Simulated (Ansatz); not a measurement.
F₆Mo

Input file:

```
crystal:
  periodic: [false, false, false]
  atoms:
    - { symbol: Mo, position_ang: [0.0, 0.0, 0.0] }
    - { symbol: F, position_ang: [0.0, 0.0, 1.77] }
    - { symbol: F, position_ang: [1.77, 0.0, 0.0] }
    - { symbol: F, position_ang: [0.0, 1.77, 0.0] }
    - { symbol: F, position_ang: [-1.77, 0.0, 0.0] }
    - { symbol: F, position_ang: [0.0, -1.77, 0.0] }
    - { symbol: F, position_ang: [0.0, 0.0, -1.77] }
basis:
  gaussian: { orbitals: def2-SVP }
hamiltonian:
  xc: hf
relax:
  f_tol: 0.02
  max_steps: 40
output:
  orbitals: {}
```

Run with:

```sh
ansatz run input.yaml --threads 2 --pin off --max-ram 3072MiB --backend cpu --events-out ev --progress --plain --runs-dir out
```

The fields are those of the run's last geometry, not of the input's.

Core potentials replace the inner electrons of Mo.

These are results of RHF/def2-SVP in Ansatz 0.2.0, not measurements.

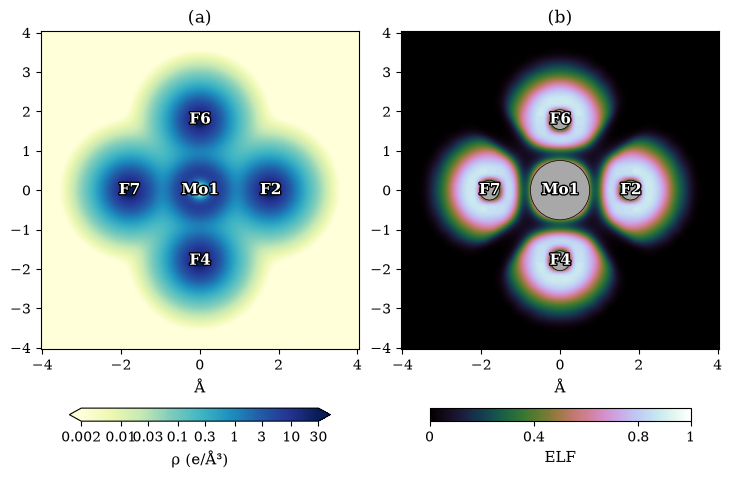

Figure 1. (a) electron density; (b) ELF on the plane of atoms F2, Mo1 and F6. Grey discs cover the atomic cores in the ELF map.

Question: Describe what can be read from this map.

Answer: The plane passes through Mo and F nuclei.
Mo–F (1.79 Å): ρ at the midpoint is about 1.3 e/Å³; the ELF peaks at about 0.85 in the valence shell of F, 0.5 Å from its nucleus, and drops to about 0.25 between the two atoms.

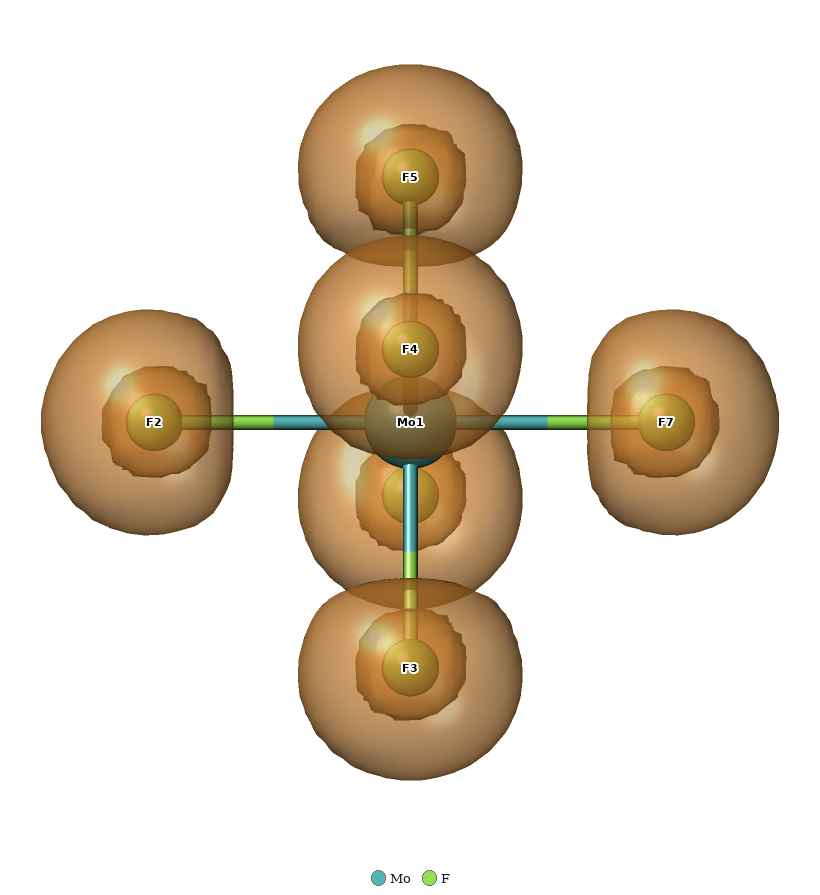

Figure 2. Isosurface of the electron localisation function at 0.75 (orange), seen from one side. Only the valence region is drawn (cores and ρ < 0.01 e/Å³ removed).

Question: Identify the bonds, lone pairs and shells in this picture.

Answer: At this value the surface marks out six regions wrapped around F (the valence shell of each).

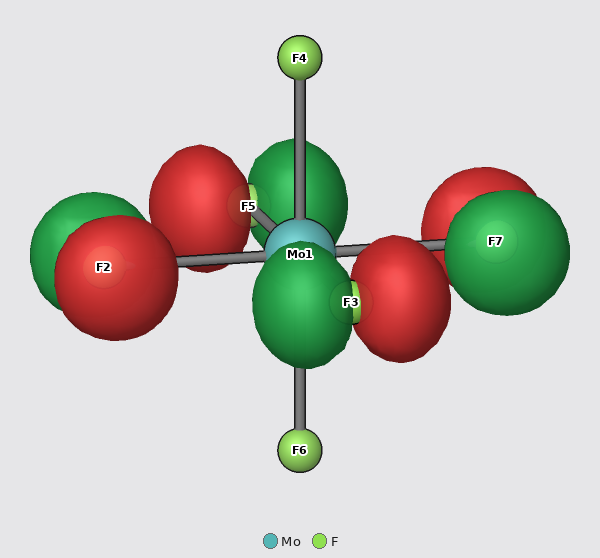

Figure 3. The HOMO at ±0.2 Å⁻³ᐟ² (green and red are the two phases), seen at a tilt.

Question: What is the character of this orbital?

Answer: Its weight (Hirshfeld) is mainly on F2 (about 25 %), F3 (about 25 %), F5 (about 25 %) and F7 (about 25 %); it is gerade (even under inversion); largely a combination of lone pairs on F2, F3, F5 and F7. It is one of a degenerate set, so its orientation is arbitrary. Its energy is −18.68 eV.
